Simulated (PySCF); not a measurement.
**Hf(OH)2: relaxation and vibrations of the triplet**

Where does triplet Hf(OH)2 go from a linear start, is the end point a minimum, and what are its modes, charges and moments?

Method: PBE0, basis Hf def2-TZVP with ECP60, O def2-TZVP, H def2-TZVP, scalar-relativistic core potentials, no spin–orbit coupling, density fitting; program: PySCF 2.14.0.

**1. The starting structure**

5 atoms, charge 0, spin multiplicity 3.

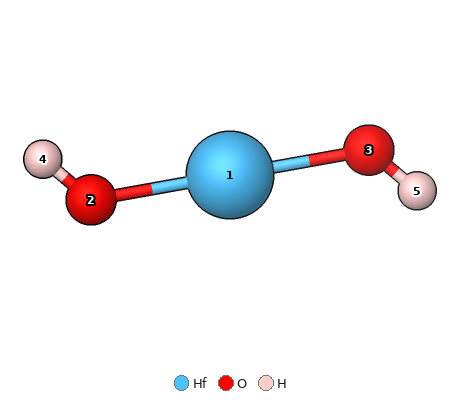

As it starts; hafnium blue, oxygen red, hydrogen pink; atoms are numbered from 1 in the order of the file.

```xyz
5
charge 0 multiplicity 3
Hf    0.0000    0.0000    0.0000
O     0.0000    0.0000    2.1500
O     0.0000    0.0000   -2.1500
H    -0.7354    0.0000    2.7671
H     0.7354    0.0000   -2.7671
```

**2. Finding the electronic state**

The steps below are one call of a driver around PySCF. For each, scf.py gives the equivalent set-up of the SCF; relaxations use the driver's own optimiser. After this first run the driver tries any further starts and a stability analysis.

scf.py

```python
from pyscf import gto, scf, dft
mol = gto.M(atom='''
Hf     0.000000     0.000000     0.000000
O      0.000000     0.000000     2.150000
O      0.000000     0.000000    -2.150000
H     -0.735400     0.000000     2.767100
H      0.735400     0.000000    -2.767100''',
    basis={'Hf': 'def2-TZVP', 'O': 'def2-TZVP', 'H': 'def2-TZVP'},
    ecp={'Hf': 'def2-TZVP'},
    charge=0, spin=2)
mf = dft.UKS(mol, xc='PBE0')
mf.grids.atom_grid = (50, 194)
aux = {'Hf': 'def2-universal-JKFIT', 'O': 'def2-universal-JKFIT', 'H': 'def2-universal-JKFIT'}
mf = mf.density_fit(auxbasis=aux)
mf.conv_tol = 1e-08
mf.diis_space = 10
mf.max_cycle = 60
mf.init_guess = 'minao'
mf.verbose = 4
mf.kernel()
```

Launch:

```
$ OMP_NUM_THREADS=4 python axn.py task.json out
```

The log of the run:

```text
init E= -181.233749339104
[... the frontier-level lines of each cycle are left out ...]
cycle= 1 E= -199.325346429352  delta_E= -18.1  |g|= 0.812  |ddm|= 3.92
cycle= 2 E= -198.424450864684  delta_E= 0.901  |g|= 1.67  |ddm|= 1.32
cycle= 3 E= -199.552157162481  delta_E= -1.13  |g|= 0.179  |ddm|= 0.958
cycle= 4 E= -199.570083843946  delta_E= -0.0179  |g|= 0.042  |ddm|= 0.294
cycle= 5 E= -199.571045647398  delta_E= -0.000962  |g|= 0.00483  |ddm|= 0.0579
cycle= 6 E= -199.571058819607  delta_E= -1.32e-05  |g|= 0.000562  |ddm|= 0.00495
cycle= 7 E= -199.571059750946  delta_E= -9.31e-07  |g|= 0.000257  |ddm|= 0.00184
cycle= 8 E= -199.57106001975  delta_E= -2.69e-07  |g|= 9.69e-05  |ddm|= 0.00112
cycle= 9 E= -199.571060071948  delta_E= -5.22e-08  |g|= 3.59e-05  |ddm|= 0.00054
cycle= 10 E= -199.571060081753  delta_E= -9.81e-09  |g|= 1.26e-05  |ddm|= 0.00025
Extra cycle  E= -199.571060082624  delta_E= -8.72e-10  |g|= 9.39e-06  |ddm|= 4.96e-05
converged SCF energy = -199.571060082624  <S^2> = 2.0050017  2S+1 = 3.0033326
```

This step, with its further starts and checks, needed 25 s of wall time on 4 threads of Arm Neoverse V2, shared host.

Energies from each starting density:

| start | energy (Eh) |
| --- | --- |
| the minimal-basis guess | -199.571060 |
| a thermally smeared density | -199.571119 |
| a smeared PBE density | -199.571119 |

This is not the lowest solution: one lies 0.2 kJ/mol lower, at -199.57112 Eh, and the relaxation starts from that.

**3. Relaxation: linear start, triplet**

The program finds C2h symmetry in the start, which this walk keeps. Threshold on the gradient: 0.0003 Eh/bohr, with a further test on the energy change.

Edit scf.py of step 2 so:

```diff
@@ -4 +4 @@
-O      0.000000     0.000000     2.150000
+O     -0.000000     0.000000     2.150000
@@ -18 +17,0 @@
-mf.init_guess = 'minao'
```

The optimiser's trace:

| step | energy (Eh) | change (kJ/mol) | largest symmetric gradient (Eh/bohr) |
| --- | --- | --- | --- |
| 0 | -199.571119 | 0.00 | 0.05563 |
| 1 | -199.588874 | -46.61 | 0.02541 |
| 2 | -199.594339 | -60.96 | 0.02216 |
| 3 | -199.596430 | -66.45 | 0.00897 |
| 4 | -199.598756 | -72.56 | 0.00940 |
| 5 | -199.600694 | -77.65 | 0.03196 |
| 6 | -199.602804 | -83.19 | 0.00524 |
| 7 | -199.603965 | -86.24 | 0.00351 |
| 8 | -199.604525 | -87.71 | 0.01459 |
| 9 | -199.604828 | -88.50 | 0.00114 |
| 10 | -199.604887 | -88.66 | 0.00110 |
| 11 | -199.604904 | -88.70 | 0.00059 |
| 12 | -199.604905 | -88.70 | 0.00002 |

The walk took 62 s.

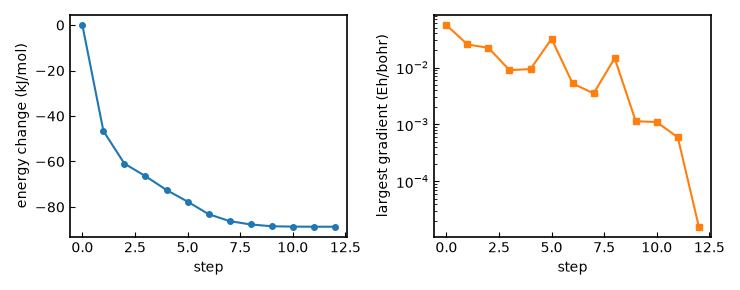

How energy and gradient fall.

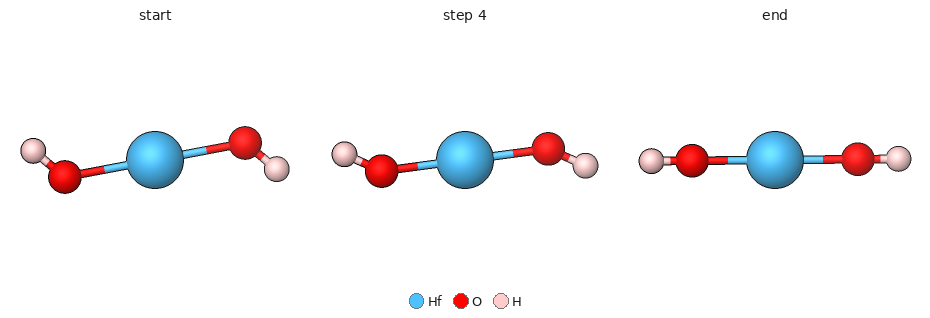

Start and end of the relaxation, with a step between.

After 12 steps and 88.7 kJ/mol it ends at D∞h: Hf–O 1.945 Å (×2), O–H 0.951 Å (×2); H–O–Hf 180.0° (×2), O–Hf–O 180.0°.

**4. Frequencies**

On the finer grid the gradient is checked again; gradients at displacements of ±0.02 bohr then give force constants and infrared intensities.

Edit scf.py of step 3 so:

```diff
@@ -4,4 +4,4 @@
-O     -0.000000     0.000000     2.150000
-O      0.000000     0.000000    -2.150000
-H     -0.735400     0.000000     2.767100
-H      0.735400     0.000000    -2.767100''',
+O     -0.340936     0.000000     1.914625
+O      0.340936    -0.000000    -1.914625
+H     -0.507738     0.000000     2.851356
+H      0.507738    -0.000000    -2.851356''',
@@ -12 +12 @@
-mf.grids.atom_grid = (50, 194)
+mf.grids.atom_grid = (75, 302)
@@ -15 +15 @@
-mf.conv_tol = 1e-08
+mf.conv_tol = 1e-10
```

The driver hands on the density of the step before, so the log starts near convergence.

SCF at the final geometry:

```text
init E= -199.604929894346
[... the frontier-level lines of each cycle are left out ...]
cycle= 1 E= -199.604929894336  delta_E= 9.66e-12  |g|= 6.65e-06  |ddm|= 5.38e-06
Extra cycle  E= -199.604929894298  delta_E= 3.8e-11  |g|= 1.24e-05  |ddm|= 8.36e-06
converged SCF energy = -199.604929894298  <S^2> = 2.004444  2S+1 = 3.0029612
```

The whole step took 40 s.

Geometry: D∞h; Hf–O 1.945 Å (×2), O–H 0.951 Å (×2); H–O–Hf 180.0° (×2), O–Hf–O 180.0°.

Harmonic modes (main isotopes):

```json
{"symmetry": "πu", "ω (cm⁻¹)": "52i", "IR (km/mol)": "23.8"}
{"symmetry": "πu", "ω (cm⁻¹)": "393", "IR (km/mol)": "376"}
{"symmetry": "πg", "ω (cm⁻¹)": "447", "IR (km/mol)": "0.0"}
{"symmetry": "σu+", "ω (cm⁻¹)": "638", "IR (km/mol)": "264"}
{"symmetry": "σg+", "ω (cm⁻¹)": "683", "IR (km/mol)": "0.0"}
{"symmetry": "σu+", "ω (cm⁻¹)": "4018", "IR (km/mol)": "339"}
{"symmetry": "σg+", "ω (cm⁻¹)": "4019", "IR (km/mol)": "0.0"}
```

With 2 modes imaginary (up to 52i cm⁻¹) this point is a saddle.

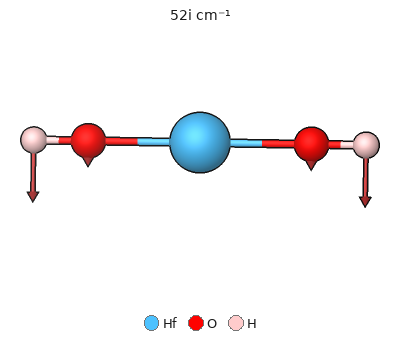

The imaginary mode, as arrows.

Constants and moments:

* Dipole moment: 0.00 D
* Highest occupied level: -4.17 eV
* Lowest empty level: -1.95 eV
* Rotational constants: 0.1223 cm⁻¹
* Zero-point energy (real modes): 66.0 kJ/mol
* Principal polarisabilities: 58.1, 71.5, 71.5 bohr³
* Atomisation energy without zero-point energy: 1898 kJ/mol
* Principal traceless quadrupole moments about the centre of mass: -3.81, -3.81, 7.62 D Å
* Spin squared ⟨S²⟩: 2.004

Populations by atom (charges in e):

```tsv
atom	Mulliken	Löwdin	polar tensor	spin (Mulliken)	Mayer order to Hf1
Hf1	0.81	0.40	0.95	2.09	–
O2,3	-0.71	-0.35	-0.79	-0.05	1.02
H4,5	0.31	0.15	0.31	0.00	0.03
```

Mulliken populations on Hf1 (outside its core potential): s 2.83, p 6.23, d 2.03, f 0.11.

**5. Leaving the saddle point**

The atoms are moved a little along the softest imaginary mode and relaxed again.

The program finds C2v symmetry in the start, which this walk keeps. Threshold on the gradient: 0.0003 Eh/bohr, with a further test on the energy change.

Edit scf.py of step 4 so:

```diff
@@ -3,5 +3,5 @@
-Hf     0.000000     0.000000     0.000000
-O     -0.340936     0.000000     1.914625
-O      0.340936    -0.000000    -1.914625
-H     -0.507738     0.000000     2.851356
-H      0.507738    -0.000000    -2.851356''',
+Hf    -0.021131    -0.004650    -0.003763
+O     -0.237227     0.022820     1.933093
+O      0.444645     0.022820    -1.896158
+H     -0.267190     0.052929     2.894190
+H      0.748287     0.052929    -2.808521''',
@@ -12 +12 @@
-mf.grids.atom_grid = (75, 302)
+mf.grids.atom_grid = (50, 194)
@@ -15 +15 @@
-mf.conv_tol = 1e-10
+mf.conv_tol = 1e-08
```

Steps of the walk:

| step | energy (Eh) | change (kJ/mol) | largest symmetric gradient (Eh/bohr) |
| --- | --- | --- | --- |
| 0 | -199.604742 | 0.00 | 0.01117 |
| 1 | -199.604990 | -0.65 | 0.00243 |
| 2 | -199.605000 | -0.68 | 0.00053 |
| 3 | -199.605005 | -0.69 | 0.00058 |
| 4 | -199.605028 | -0.75 | 0.00258 |
| 5 | -199.605085 | -0.90 | 0.00620 |
| 6 | -199.605115 | -0.98 | 0.00711 |
| 7 | -199.605162 | -1.10 | 0.00615 |
| 8 | -199.605245 | -1.32 | 0.00147 |
| 9 | -199.605282 | -1.42 | 0.00131 |
| 10 | -199.605369 | -1.64 | 0.00645 |
| 11 | -199.605402 | -1.73 | 0.00267 |
| 12 | -199.605484 | -1.95 | 0.00201 |
| 13 | -199.605494 | -1.97 | 0.00278 |
| 14 | -199.605505 | -2.00 | 0.00113 |
| 15 | -199.605511 | -2.02 | 0.00038 |
| 16 | -199.605512 | -2.02 | 0.00020 |

The walk took 40 s.

Geometry (Å) and forces (eV/Å) at some steps:

```
step 0
Hf  -0.021  -0.005  -0.004  -0.006   0.001  -0.003
O   -0.237   0.023   1.933   0.006   0.017   0.432
O    0.445   0.023  -1.896   0.156   0.016  -0.402
H   -0.267   0.053   2.894   0.022  -0.017  -0.574
H    0.748   0.053  -2.809  -0.178  -0.017   0.547
step 1
Hf  -0.023  -0.005  -0.004  -0.020  -0.002  -0.005
O   -0.236   0.023   1.930   0.019  -0.001  -0.124
O    0.445   0.023  -1.893  -0.024  -0.003   0.125
H   -0.264   0.053   2.880   0.002   0.003   0.065
H    0.746   0.053  -2.794   0.024   0.003  -0.060
step 8
Hf  -0.257  -0.057  -0.046   0.053   0.026   0.015
O   -0.240   0.021   1.893  -0.060  -0.015   0.036
O    0.428   0.021  -1.860  -0.040  -0.021  -0.059
H   -0.125   0.081   2.837   0.036   0.004  -0.068
H    0.862   0.081  -2.706   0.011   0.005   0.075
step 16
Hf  -0.387  -0.085  -0.069   0.000   0.006   0.001
O   -0.286   0.010   1.865   0.005   0.000  -0.001
O    0.376   0.010  -1.849   0.005  -0.004   0.002
H    0.005   0.106   2.766  -0.004  -0.001  -0.011
H    0.959   0.106  -2.595  -0.007  -0.001   0.009
```

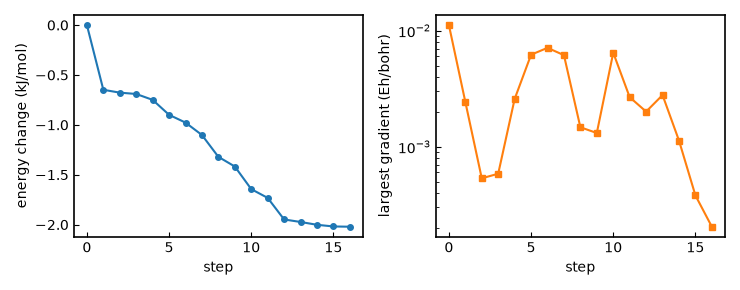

How energy and gradient fall.

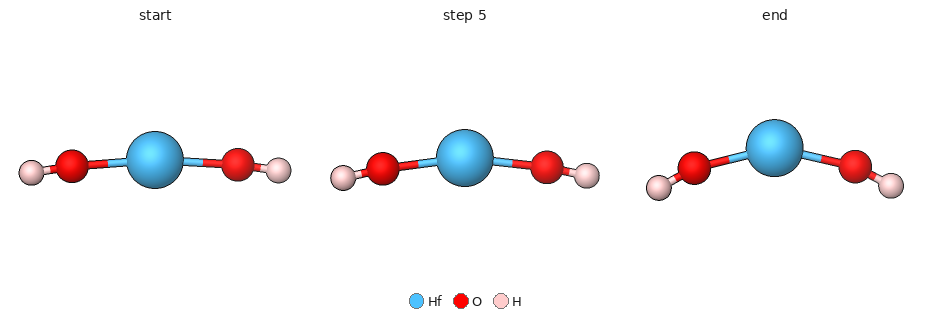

The geometry along the walk, at one scale.

After 16 steps and 2.0 kJ/mol it ends at C2v: Hf–O 1.939 Å (×2), O–H 0.952 Å (×2); H–O–Hf 164.9° (×2), O–Hf–O 153.2°.

**6. Is it a minimum? Harmonic modes**

As before: finer grid, then central differences.

Edit scf.py of step 5 so:

```diff
@@ -3,5 +3,5 @@
-Hf    -0.021131    -0.004650    -0.003763
-O     -0.237227     0.022820     1.933093
-O      0.444645     0.022820    -1.896158
-H     -0.267190     0.052929     2.894190
-H      0.748287     0.052929    -2.808521''',
+Hf    -0.096635    -0.021263    -0.017208
+O      0.027616     0.078571     1.913816
+O      0.686554     0.078571    -1.786645
+H      0.335241     0.178176     2.808999
+H      1.284281     0.178176    -2.520612''',
@@ -12 +12 @@
-mf.grids.atom_grid = (50, 194)
+mf.grids.atom_grid = (75, 302)
@@ -15 +15 @@
-mf.conv_tol = 1e-08
+mf.conv_tol = 1e-10
```

SCF at the final geometry:

```text
init E= -199.605552129171
[... the frontier-level lines of each cycle are left out ...]
cycle= 1 E= -199.60555212925  delta_E= -7.84e-11  |g|= 3.74e-06  |ddm|= 1.51e-05
Extra cycle  E= -199.605552129323  delta_E= -7.33e-11  |g|= 6.1e-06  |ddm|= 1.54e-05
converged SCF energy = -199.605552129323  <S^2> = 2.0039262  2S+1 = 3.0026164
```

The whole step needed 100 s of wall time on 4 threads of Arm Neoverse V2, shared host.

Geometry: C2v; Hf–O 1.938 Å (×2), O–H 0.952 Å (×2); H–O–Hf 164.5° (×2), O–Hf–O 151.8°.

Harmonic modes (main isotopes):

| symmetry | ω (cm⁻¹) | IR (km/mol) |
| --- | --- | --- |
| a1 | 68 | 5.0 |
| b1 | 347 | 184 |
| a1 | 373 | 130 |
| a2 | 401 | 0.0 |
| b2 | 411 | 103 |
| b2 | 646 | 192 |
| a1 | 683 | 18.9 |
| b2 | 4014 | 292 |
| a1 | 4015 | 73.9 |

No imaginary mode, so this is a minimum.

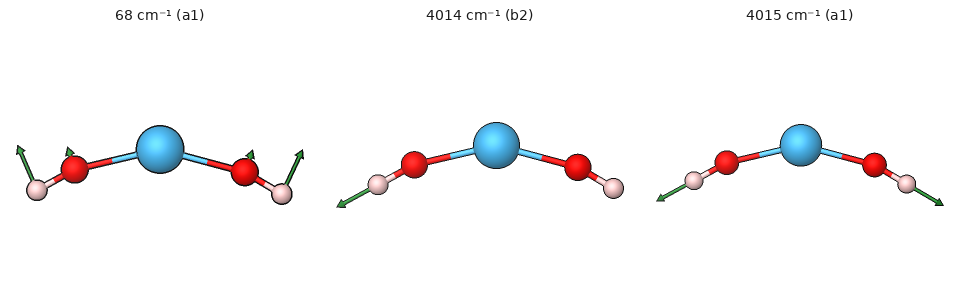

How the atoms move in 3 of the modes.

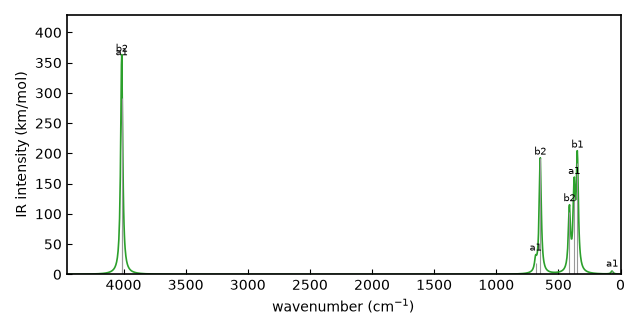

The harmonic infrared spectrum (widths in cm⁻¹). Lines are broadened to a width of 20 cm⁻¹ (Lorentzian).

Constants and moments:

| Property | Result |
| --- | --- |
| Dipole moment | 1.31 D |
| Highest occupied level | -4.05 eV |
| Lowest empty level | -1.85 eV |
| Rotational constants | 2.232, 0.132, 0.1246 cm⁻¹ |
| Zero-point energy | 65.6 kJ/mol |
| Principal polarisabilities | 58.5, 72.2, 75.2 bohr³ |
| Atomisation energy without zero-point energy | 1900 kJ/mol |
| Principal traceless quadrupole moments about the centre of mass | -4.38, -0.60, 4.98 D Å |
| Entropy at 298.15 K and 1 bar (electronic part: spin only) | 314.5 J/(mol K) |
| Heat capacity Cp at 298.15 K | 74.2 J/(mol K) |
| Enthalpy at 298.15 K above 0 K | 16.12 kJ/mol |
| Rotational symmetry number | 2 |
| Spin squared ⟨S²⟩ | 2.004 |

Charges (e) and bond orders:

```csv
atom,Mulliken,Löwdin,polar tensor,spin (Mulliken),Mayer order to Hf1
Hf1,0.79,0.38,0.94,2.08,–
"O2,3",-0.71,-0.34,-0.79,-0.04,1.03
"H4,5",0.32,0.15,0.32,0.00,0.03
```

Mulliken populations on Hf1 (outside its core potential): s 2.83, p 6.25, d 2.03, f 0.10.

**7. The points found, side by side**

| spin | group | bonds | imaginary modes (cm⁻¹) | ΔE (kJ/mol) | with zero-point energy |
| --- | --- | --- | --- | --- | --- |
| triplet | C2v | Hf–O 1.938 Å (×2), O–H 0.952 Å (×2) | none | 0.0 | 0.0 |
| triplet | D∞h | Hf–O 1.945 Å (×2), O–H 0.951 Å (×2) | 52i, 52i | 1.6 | – |

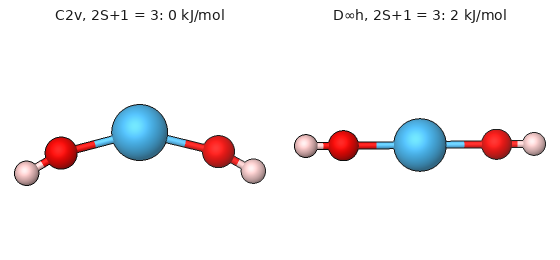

The points, lowest first (hafnium blue, oxygen red, hydrogen pink).

**8. Results**

```
                                          quantity                                                                                      value
                                           minimum                                                                               triplet, C2v
                                          geometry                     Hf–O 1.938 Å (×2), O–H 0.952 Å (×2); H–O–Hf 164.5° (×2), O–Hf–O 151.8°
                                wavenumbers (cm⁻¹)  68 (a1), 347 (b1), 373 (a1), 401 (a2), 411 (b2), 646 (b2), 683 (a1), 4014 (b2), 4015 (a1)
                                     dipole moment                                                                                     1.31 D
highest occupied, lowest empty level (either spin)                                                                            -4.05, -1.85 eV
                        polar-tensor charge of Hf1                                                                                    +0.94 e
                                 zero-point energy                                                                                65.6 kJ/mol
                               entropy at 298.15 K                                                                            314.5 J/(mol K)
         atomisation energy (no zero-point energy)                                                                                1900 kJ/mol
                                              ⟨S²⟩                                                                                      2.004
```

**Reading.** From C2h at the start the molecule goes to a C2v minimum, after a stop at a second-order saddle point 1.6 kJ/mol higher, from which it was pushed off along an imaginary mode. In the infrared the band at 4014 cm⁻¹ (b2) leads. Most of the spin sits on Hf1 (Mulliken spin 2.08, against 2 for the whole molecule). Other starts or spin states, not run here, may lie lower. One determinant may miss the lowest occupation of an open d or f shell. With an element this heavy the missing spin–orbit coupling can shift these numbers.

The search up to here took 4.4 min.
